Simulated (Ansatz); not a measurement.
**C₄H₆AlClO₂: vertical ionisation energy**

How much energy removes an electron from C₄H₆AlClO₂ at fixed geometry? The cation is run at each level and the neutral's energy taken from earlier runs.

The runs use Ansatz 0.2.0, Gaussian basis; unrestricted cation, the program's frozen cores in correlated methods.

Levels to be run: UKS PBE-D4/def2-TZVPP; UKS r2SCAN-D4/def2-TZVPP; UKS PBE0-D4/def2-TZVPP; UKS B3LYP-D4/def2-TZVPP; UKS wB97X-V/def2-TZVPP; UKS wB97M-V/def2-TZVPP; UKS B2PLYP/def2-TZVPP; UHF-CCSD(T)/def2-TZVPP; UHF-MP2/def2-QZVPP; extrapolation to the limit; then −ε(HOMO) from the neutral's earlier runs with LDA (SPW92), PBE-D4, revPBE-D4, BLYP-D4, r2SCAN-D4, B97M-V, PBE0-D4, B3LYP-D4, r2SCANh-D4, r2SCAN0-D4, HSE06-D4, BHLYP-D4, CAM-B3LYP-D4, LC-ωPBE, ωB97X-V, ωB97M-V.

### 1 The geometry

An earlier PBE0-D4 in a triple-zeta def2 set relaxation fixed the geometry.

14 atoms, charge 0, spin multiplicity 1.

Atoms are counted from 1 here; the program's logs count them from 0.

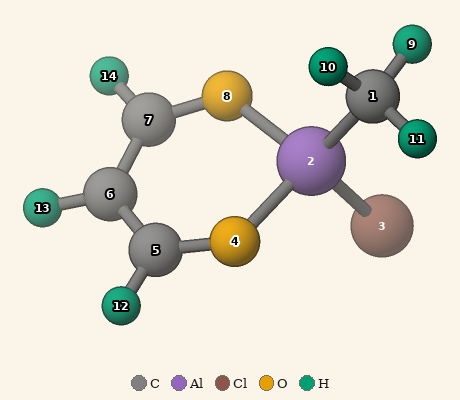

The structure; carbon grey, aluminium purple, chlorine brown, oxygen amber, hydrogen teal; atoms are numbered from 1 in the order of the file.

### 2 Cation, UKS PBE-D4/def2-TZVPP

Input file in.yaml:

```yaml
crystal:
  periodic: [false, false, false]
  atoms:
    - {symbol: C, position_ang: [0.415171, -2.442574, -0.627961]}
    - {symbol: Al, position_ang: [0.656704, -0.792056, 0.351257]}
    - {symbol: Cl, position_ang: [2.088652, -0.683273, 1.913993]}
    - {symbol: O, position_ang: [0.972681, 0.648178, -0.740907]}
    - {symbol: C, position_ang: [0.365075, 1.758299, -0.681299]}
    - {symbol: C, position_ang: [-0.738712, 2.035796, 0.115121]}
    - {symbol: C, position_ang: [-1.321335, 1.059250, 0.912957]}
    - {symbol: O, position_ang: [-0.911166, -0.132723, 1.039729]}
    - {symbol: H, position_ang: [0.117305, -3.257537, 0.038032]}
    - {symbol: H, position_ang: [-0.351913, -2.352225, -1.402646]}
    - {symbol: H, position_ang: [1.343410, -2.751803, -1.117005]}
    - {symbol: H, position_ang: [0.752741, 2.546363, -1.333927]}
    - {symbol: H, position_ang: [-1.178147, 3.022309, 0.082851]}
    - {symbol: H, position_ang: [-2.223067, 1.312799, 1.478505]}
basis:
  gaussian: {orbitals: def2-TZVPP}
total_charge: 1
magnetization: {spin_polarized: true, initial_magnetization: 1}
hamiltonian: {xc: pbe, dispersion: d4}
```

On the command line:

```console
ansatz run in.yaml --threads 2 --pin off --events-out ev --progress --plain --max-ram 32768MiB --backend cuda --devices 0, --max-vram 18GiB
```

After this run come: Cation, UKS r2SCAN-D4/def2-TZVPP; Cation, UKS PBE0-D4/def2-TZVPP; Cation, UKS B3LYP-D4/def2-TZVPP; Cation, UKS wB97X-V/def2-TZVPP; Cation, UKS wB97M-V/def2-TZVPP; Cation, UKS B2PLYP (frozen core)/def2-TZVPP; Cation, UHF-CCSD(T)/def2-TZVPP; Cation, UHF-MP2/def2-QZVPP.

Before running them: what should the planned runs give, taken together? Wanted: ionisation energy, CCSD(T)/CBS; nearest functional by difference; nearest −ε(HOMO); −ε(HOMO) of PBE; T1 of the cation.

As calculated:

```
                        quantity               value
  ionisation energy, CCSD(T)/CBS            10.09 eV
nearest functional by difference  ωB97X-V (-0.16 eV)
                nearest −ε(HOMO)  ωB97X-V (-0.00 eV)
                 −ε(HOMO) of PBE             6.62 eV
                T1 of the cation               0.029
```

Energy differences with functionals land within 0.87 eV of the reference. The PBE orbital energy is 3.5 eV too small: a semilocal HOMO is no ionisation energy. Among orbital estimates ωB97X-V comes nearest. Hartree-Fock falls 1.26 eV short, as the neutral has more correlation energy than the cation.
